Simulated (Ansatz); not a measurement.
# GeH2F− (SMILES [F][GeH2-]) at 6 levels

Aim: a comparison of 6 runs (HF/STO-3G, PBE/STO-3G, PBE0/STO-3G, SVWN5/STO-3G, r2SCAN0/STO-3G, BCCD(T)/STO-3G) of GeH2F−. 

The results are computed with Ansatz 0.2.0.

5 further runs of the same task are left out: 5 that didn't finish.

## 1. The structure to begin with

GeH2F− has 4 atoms, charge -1, and is taken as a singlet. As SMILES, `[F][GeH2-]`. The Ge2–F1 distance was set to 2.914 Å, away from the relaxed value. At this shape a bond of the SMILES string is far longer than usual.

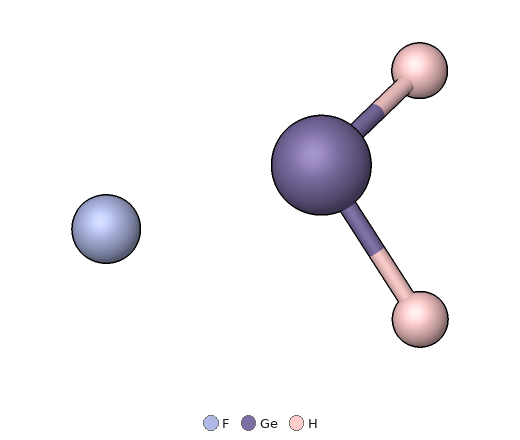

The structure, seen from a chosen angle (fluorine light blue, germanium purple, hydrogen pink).

## 2. The energy at HF/STO-3G (run 1)

job.yaml reads:

```yaml
crystal:
  periodic: [false, false, false]
  atoms:
    - {symbol: F, position_ang: [-0.150364, -0.661760, 2.556307]}
    - {symbol: Ge, position_ang: [0.551710, -0.433670, -0.262640]}
    - {symbol: H, position_ang: [-1.254550, -0.490040, -0.992470]}
    - {symbol: H, position_ang: [0.619180, 1.509430, -0.361540]}
basis:
  gaussian:
    orbitals: STO-3G
accuracy: high
total_charge: -1
hamiltonian:
  xc: hf
```

Run with:

```sh
$ ansatz run job.yaml --threads 1 --pin off --max-ram 2610MiB --events-out events.jsonl --progress --plain --runs-dir runs
```

What it wrote:

```text
Warning: RAYON_NUM_THREADS=1 ignored (pool sized by the plan → 1); use --threads N
Functional definition: HF
  name "HF"
  exchange = exact_x
  correlation = 0
318 factors; integrals over basis functions are off by at most 2.3e-8 eV
mean field evaluation 1: about -58514.5954 eV, gradient 1.4e1 eV
mean field evaluation 2: about -58514.6129 eV, gradient 1.4e1 eV
mean field evaluation 4: about -58517.1644 eV, gradient 1.4e0 eV
mean field evaluation 8: about -58517.1824 eV, gradient 3.4e-4 eV
mean field -58517.18242482 eV, -2150.4667897414 hartree, gradient 1.4e-8 eV, S^2 0.000000; 0 other end points of the search recorded, 0 dependent functions left out
reference -58517.18242482 eV, -2150.4667897414 hartree; 22, 22 occupied and 3, 3 virtual orbitals, 318 factors
Total energy: -58517.18242482 eV, -2150.4667897414 hartree
```

Run time: 0.14 s. Hardware: 1 thread of Arm Neoverse V1, shared host.

## 3. The energy at PBE/STO-3G (run 2)

in.yaml reads:

```yaml
crystal:
  periodic: [false, false, false]
  atoms:
    - symbol: F
      position_ang: [-0.150364, -0.661760, 2.556307]
    - symbol: Ge
      position_ang: [0.551710, -0.433670, -0.262640]
    - symbol: H
      position_ang: [-1.254550, -0.490040, -0.992470]
    - symbol: H
      position_ang: [0.619180, 1.509430, -0.361540]
basis:
  gaussian: {orbitals: STO-3G}
total_charge: -1
hamiltonian: {xc: {name: PBE}}
accuracy: high
```

Run with:

```sh
$ ansatz run in.yaml --threads 1 --pin off --max-ram 2610MiB --events-out events.jsonl --progress --plain --runs-dir runs
```

What it wrote:

```text
Warning: RAYON_NUM_THREADS=1 ignored (pool sized by the plan → 1); use --threads N
Functional definition: PBE
  name "PBE"
  parameter kappa = 0.804
  parameter beta = 0.06672455060314922
  exchange = pbe_x(kappa = kappa, mu = beta*pi^2/3)
  correlation = pbe_c(beta = beta)
318 factors; integrals over basis functions are off by at most 2.3e-8 eV
mean field evaluation 1: about -58142.4253 eV, gradient 1.3e2 eV
mean field evaluation 2: about -58193.7664 eV, gradient 2.1e1 eV
mean field evaluation 4: about -58521.2114 eV, gradient 5.4e1 eV
mean field evaluation 8: about -58541.2150 eV, gradient 2.2e1 eV
mean field evaluation 16: about -58552.6396 eV, gradient 1.3e-1 eV
mean field evaluation 32: about -58504.2239 eV, gradient 5.0e1 eV
mean field evaluation 64: about -58552.3667 eV, gradient 5.8e0 eV
mean field -58552.64199942 eV, -2151.7699050724 hartree, gradient 7.6e-9 eV, S^2 0.000000; 6 other end points of the search recorded, 0 dependent functions left out
reference -58552.64200107 eV, -2151.7699051332 hartree; 22, 22 occupied and 3, 3 virtual orbitals, 318 factors
Total energy: -58552.64200107 eV, -2151.7699051332 hartree
```

It took 2.2 s on 1 thread of Arm Neoverse V1, shared host; peak memory 0.091 GiB.

Run 3 isn't shown in full; the table further down has it.

## 4. A single-point energy at SVWN5/STO-3G (run 4)

job.yaml reads:

```yaml
crystal:
  periodic: [false, false, false]
  atoms:
    - symbol: F
      position_ang: [-0.150364, -0.661760, 2.556307]
    - symbol: Ge
      position_ang: [0.551710, -0.433670, -0.262640]
    - symbol: H
      position_ang: [-1.254550, -0.490040, -0.992470]
    - symbol: H
      position_ang: [0.619180, 1.509430, -0.361540]
basis:
  gaussian:
    orbitals: STO-3G
hamiltonian:
  xc: {name: SVWN5}
total_charge: -1
accuracy: high
```

Run with:

```sh
$ ansatz run job.yaml --threads 1 --pin off --max-ram 2610MiB --events-out events.jsonl --progress --plain --runs-dir runs
```

What it wrote:

```text
Warning: RAYON_NUM_THREADS=1 ignored (pool sized by the plan → 1); use --threads N
Functional definition: SVWN5
  name "SVWN5"
  exchange = slater_x
  correlation = vwn5_c
318 factors; integrals over basis functions are off by at most 2.3e-8 eV
mean field evaluation 1: about -58044.8273 eV, gradient 1.4e2 eV
mean field evaluation 2: about -58096.3318 eV, gradient 2.1e1 eV
mean field evaluation 4: about -58421.9256 eV, gradient 5.4e1 eV
mean field evaluation 8: about -58442.6701 eV, gradient 2.4e1 eV
mean field evaluation 16: about -58455.1370 eV, gradient 1.2e-1 eV
mean field evaluation 32: about -58455.1420 eV, gradient 1.5e-8 eV
mean field evaluation 64: about -58454.8603 eV, gradient 5.8e0 eV
mean field -58455.14202199 eV, -2148.1868469898 hartree, gradient 1.5e-8 eV, S^2 0.000000; 6 other end points of the search recorded, 0 dependent functions left out
reference -58455.14202359 eV, -2148.1868470485 hartree; 22, 22 occupied and 3, 3 virtual orbitals, 318 factors
Total energy: -58455.14202359 eV, -2148.1868470485 hartree
```

Wall time 1.9 s (1 thread of Arm Neoverse V1, shared host).

Run 5 isn't shown in full; the table further down has it.

## 5. The energy at BCCD(T)/STO-3G (run 6)

molecule.yaml reads:

```yaml
basis:
  gaussian:
    orbitals: STO-3G
crystal:
  periodic: [false, false, false]
  atoms:
    - {symbol: F, position_ang: [-0.150364, -0.661760, 2.556307]}
    - {symbol: Ge, position_ang: [0.551710, -0.433670, -0.262640]}
    - {symbol: H, position_ang: [-1.254550, -0.490040, -0.992470]}
    - {symbol: H, position_ang: [0.619180, 1.509430, -0.361540]}
total_charge: -1
magnetization:
  spin_polarized: false
  initial_magnetization: 0
correlation:
  method: bccd_t
  frozen_orbitals: {F: 1, Ge: 9, H: 0}
accuracy: high
scf:
  omitted_lower_state_checks: [cluster_reference, increment]
```

Run with:

```sh
$ ansatz run molecule.yaml --threads 1 --pin off --max-ram 2610MiB --events-out events.jsonl --progress --plain --runs-dir runs
```

What it wrote:

```text
Warning: RAYON_NUM_THREADS=1 ignored (pool sized by the plan → 1); use --threads N
[... 11 lines left out ...]
10 core orbitals not correlated: weight in the atoms' cores, before any rotation towards them, 1.000 or more for the frozen orbitals, at most 0.000 for the correlated occupied ones
[... 47 lines left out ...]
WARN: these amplitudes may be one of several solutions (largest doubles amplitude 0.36, level shift 6.54 eV)
Total energy: -58521.92074477 eV, -2150.6409197879 hartree
Checks for a lower state left out: cluster_reference, increment
```

Wall time 0.38 s (1 thread of Arm Neoverse V1, shared host).

## 6. Overview of the runs

```
run           level  frozen core orbitals   energy (Eh)  wall time
  1       HF/STO-3G                     –  -2150.466790     0.14 s
  2      PBE/STO-3G                     –  -2151.769905      2.2 s
  3     PBE0/STO-3G                     –  -2151.934857      1.5 s
  4    SVWN5/STO-3G                     –  -2148.186847      1.9 s
  5  r2SCAN0/STO-3G                     –  -2152.311604      3.3 s
  6  BCCD(T)/STO-3G                    10  -2150.640920     0.38 s
```

## 7. Outcome

```
                                           quantity           value
                                run 6: total energy  -2150.64092 Eh
run 6: correlation energy (10 core orbitals frozen)      -174.1 mEh
                              run 6: (T) correction       -1.39 mEh
```

In words: Totals of different functionals can't be ranked against each other. In run 6 the log says that unrestricted orbitals would lower the reference, so the values rest on an unstable closed-shell determinant (other closed-shell runs at this shape may share the fault). In runs 1, 2, 3, 4, 5, 6 the basis is minimal, so the values are rough. All runs together took 9.4 s, the longest 3.3 s.
